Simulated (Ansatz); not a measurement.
Si3N2H9ClF: several calculations on one system

Part 1: Relaxation

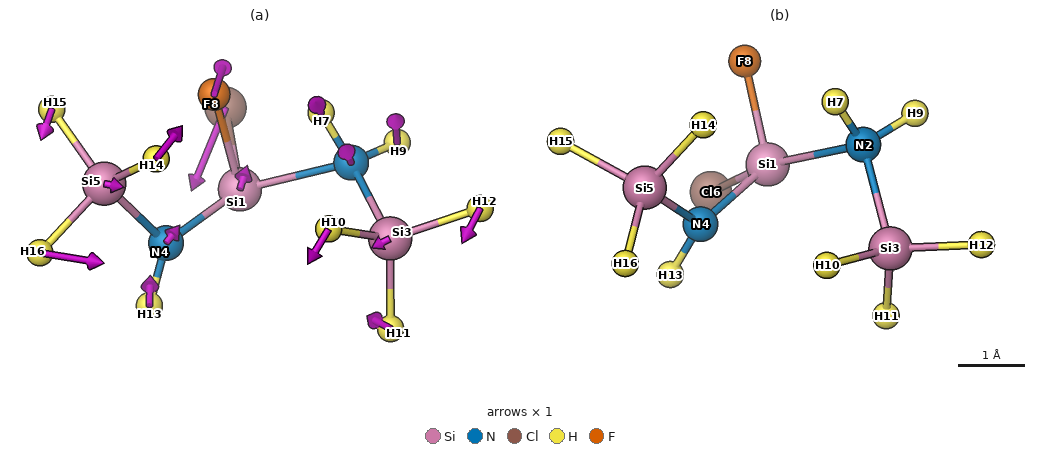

The structure of Si3N2H9ClF (multiplicity 2) (started from a transition state, displaced along its imaginary mode) before (left) and after (right) a relaxation, at one scale. The purple arrows give the displacements, at their true length.

A ball-and-stick model, seen from a free direction.

Theory: UKS PBE0-D4/def2-TZVP in Ansatz 0.2.0. Settings: force threshold 0.005 eV/Å; at most 200 steps.

> What changed between the two?

Over 33 geometry steps the energy falls by 97.2 kJ/mol. The largest force component goes from 2.7 to 0.0026 eV/Å. The largest move after the best rigid fit is that of Cl6, 1.45 Å. By element the largest moves are Cl 1.45 Å, F 1.23 Å, H 1.14 Å, N 0.61 Å, Si 0.45 Å. Near-neighbour distances that change, for instance: Si5–F8 2.410 → 3.351 Å, Si1–N2 1.951 → 2.210 Å, Si1–F8 1.844 → 1.616 Å, N2–H7 0.961 → 1.017 Å. Bond angles that change, for instance: N2–Si1–Cl6 109.4° → 162.8°, N4–Si1–Cl6 132.9° → 102.3°, N4–Si1–F8 83.7° → 108.0°. Groups turn about N4–Si5 by about 40°.

Part 2: Relaxation

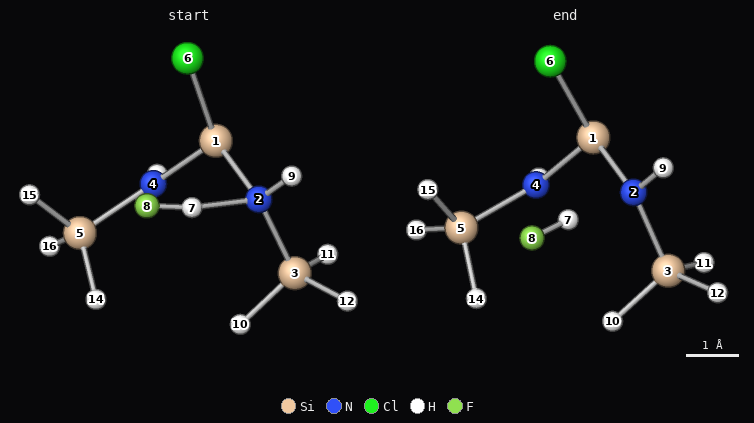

The structure of Si₃N₂H₉ClF (multiplicity 2) (started from a transition state, displaced along its imaginary mode) before (left) and after (right) a relaxation, at one scale.

The picture is a ball-and-stick view, seen at a tilt.

All numbers below come from UKS PBE0-D4/def2-TZVP in Ansatz 0.2.0. Set-up: force threshold 0.005 eV/Å; at most 200 steps.

Summarise the run.

Answer. After 22 accepted moves (23 points after the start) the energy has fallen by 12.6 kcal/mol. The largest force component goes from 4.1 to 0.0044 eV/Å. The line search rejected the trial step at point 4 of the run. The F atom moves most after the best rigid fit: 0.93 Å. Largest moves by element: F 0.93 Å, H 0.47 Å, Cl 0.35 Å, N 0.27 Å, Si 0.23 Å. Some distances before and after: H–Si 2.136 → 2.772 Å, H–N 1.428 → 1.756 Å, F–H 0.906 → 0.947 Å, N–Si 1.778 → 1.744 Å. Among the angles between lasting bonds that change: Si–N–Si 138.7° → 131.0°, N–Si–Cl 118.1° → 114.5°, Si–N–H 110.3° → 113.7°. The run took about 110 s of wall time on a shared GPU.

Part 3: Reaction

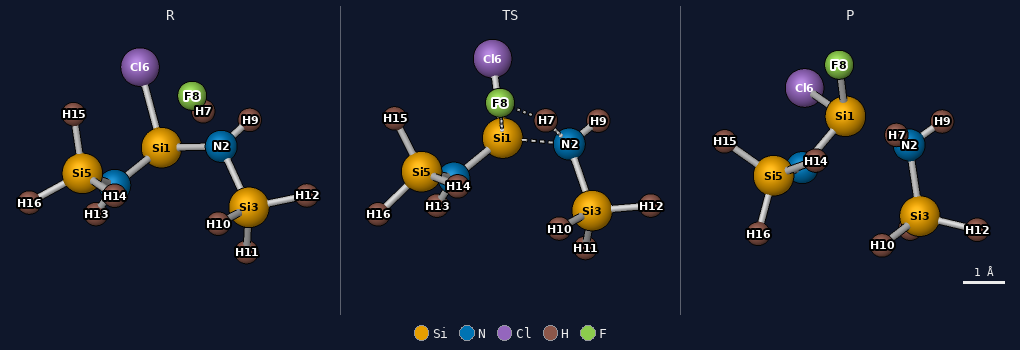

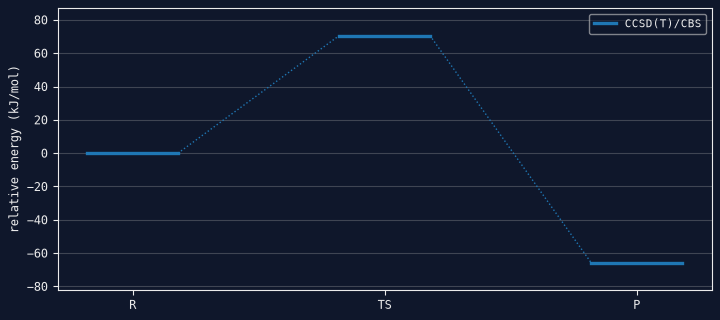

A reaction step of Si3N2H9ClF (multiplicity 2), with its energy diagram. Style: ball-and-stick. Shown from a free direction. Dashed sticks mark bonds that form or break.

Stationary points at PBE0-D4/def2-TZVP, single-point energies with CCSD(T)/CBS (def2-TZVPP where no basis is named; Ansatz 0.2.0). The energies are electronic, without zero-point or thermal terms, and both ends are the relaxed geometries reached downhill from the saddle, with any fragments still in contact. CCSD(T)/CBS stands for a frozen-core estimate: MP2 correlation extrapolated from def2-TZVPP and def2-QZVPP, CCSD(T) minus MP2 from the smaller set.

**Describe the step and its energetics.**

Counted by bonded pieces, R holds HF + Si₃H₈N₂Cl and P holds SiH₅N + Si₂H₄NClF. From R over the saddle to P, bonds form: F–Si (3.56 → 2.22 → 1.62 Å), H–N (1.76 → 1.19 → 1.02 Å). Bonds break: N–Si (1.74 → 1.86 → 2.21 Å), F–H (0.95 → 1.24 → 2.59 Å). The saddle has one imaginary mode, 632i cm⁻¹. With CCSD(T)/CBS the barrier is 70.6 kJ/mol from R and 136.5 kJ/mol from P, and P lies 65.9 kJ/mol below R.

Part 4: Reaction

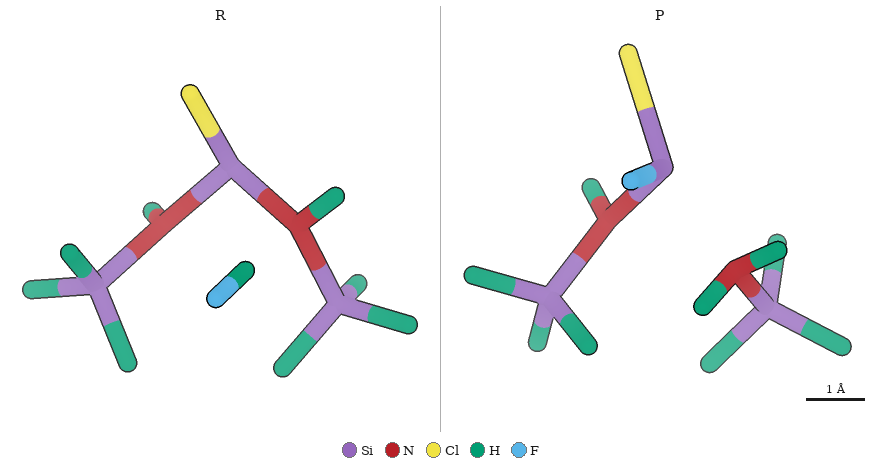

Reactant (R) and product (P) of one elementary step of Si3N2H9ClF (multiplicity 2). Style: stick. Shown at a tilt.

Stationary points at PBE0-D4/def2-TZVP, single-point energies with wB97X-V, CAM-B3LYP-D4, CCSD(T), CCSD(T)/CBS, PBE-QIDH, PBE-D4 (def2-TZVPP where no basis is named; Ansatz 0.2.0). The energies are electronic, without zero-point or thermal terms, and both ends are the relaxed geometries reached downhill from the saddle, with any fragments still in contact. CCSD(T)/CBS stands for a frozen-core estimate: MP2 correlation extrapolated from def2-TZVPP and def2-QZVPP, CCSD(T) minus MP2 from the smaller set.

> What is the transition state like, and how high is the barrier?

Counted by bonded pieces, R holds HF + Si₃H₈N₂Cl and P holds SiH₅N + Si₂H₄NClF. From R over the saddle to P, bonds form: F–Si (3.56 → 2.22 → 1.62 Å), H–N (1.76 → 1.19 → 1.02 Å). Bonds break: N–Si (1.74 → 1.86 → 2.21 Å), F–H (0.95 → 1.24 → 2.59 Å). The saddle has one imaginary mode, 632i cm⁻¹. With wB97X-V the barrier is 65.4 kJ/mol from R and 134.7 kJ/mol from P, and P lies 69.3 kJ/mol below R.

| level | barrier from R (kJ/mol) | barrier from P (kJ/mol) | P less R (kJ/mol) |
| --- | --- | --- | --- |
| wB97X-V | 65.4 | 134.7 | −69.3 |
| CAM-B3LYP-D4 | 65.8 | 132.8 | −67.0 |
| CCSD(T) | 72.2 | 135.1 | −62.8 |
| CCSD(T)/CBS | 70.6 | 136.5 | −65.9 |
| PBE-QIDH | 68.0 | 133.7 | −65.7 |
| PBE-D4 | 51.8 | 116.9 | −65.0 |

Against CCSD(T)/CBS, CCSD(T) comes closest on the barrier from R (+1.6 kJ/mol) and PBE-D4 misses most (−18.8 kJ/mol).

The saddle point in the same view, with dashed sticks for the bonds that form or break:

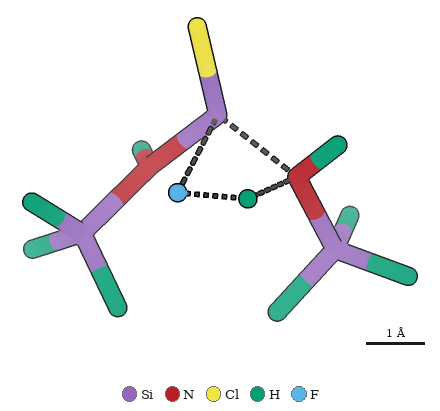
